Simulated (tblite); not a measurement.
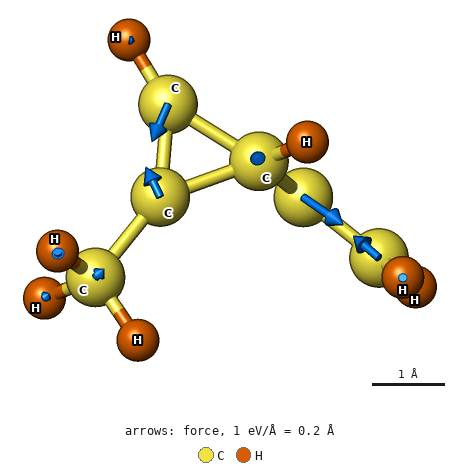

Starting geometry of C6H7 (multiplicity 2) with the computed forces as blue arrows. Style: ball-and-stick. Shown at a tilt.

Theory: tblite, GFN2-xTB geometry optimisation, gas phase. 

Q: Is this structure relaxed? If not, where do the atoms go?

A: It isn't relaxed: the largest force vector, on a C atom, is 4.15 eV/Å. The final displacements have little in common with the starting forces (cosine between the two patterns 0.21). The energy falls by 68.6 kJ/mol in 132 geometry steps. The largest move after the best rigid fit is that of an H atom, 1.15 Å. By element the largest moves are H 1.15 Å, C 0.73 Å. Among the contacts that change: C–C 1.362 → 1.295 Å, C–C 1.481 → 1.422 Å, C–C 1.498 → 1.537 Å, C–C 1.500 → 1.463 Å. Among the angles between lasting bonds that change: C–C–C 116.3° → 146.4°, C–C–H 152.5° → 143.2°, C–C–C 149.4° → 142.0°. Groups turn about C–C by about 65°, C–C by about 65°. Cost: 0.44 s on 1 thread of Arm Neoverse V2 (shared host).
